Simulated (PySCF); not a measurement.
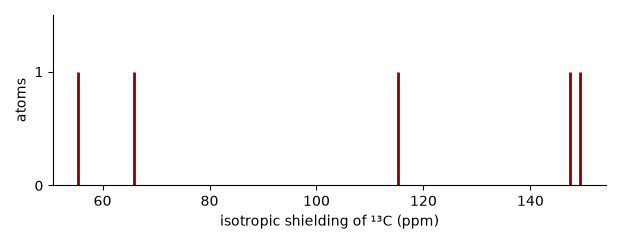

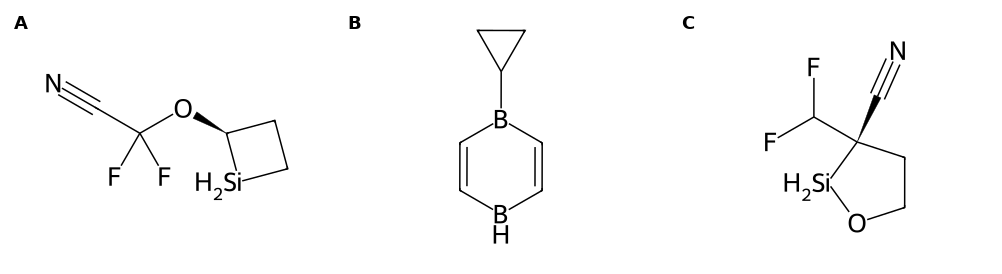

The sticks are computed shieldings of one of the molecules, for one fixed geometry (PBE0-D3(BJ)/def2-SVP) without averaging over rotations. Low shielding means a high chemical shift. Method: GIAO PBE0/pcSseg-1 NMR shielding, non-relativistic, IEF-PCM dichloromethane (PySCF 2.14.0).

Which molecule gives this pattern?

C, `N#C[C@@]1(C(F)F)CCO[SiH2]1`. Its 5 C atoms give lines at 55.5, 65.9, 115.3, 147.5, 149.3 ppm.
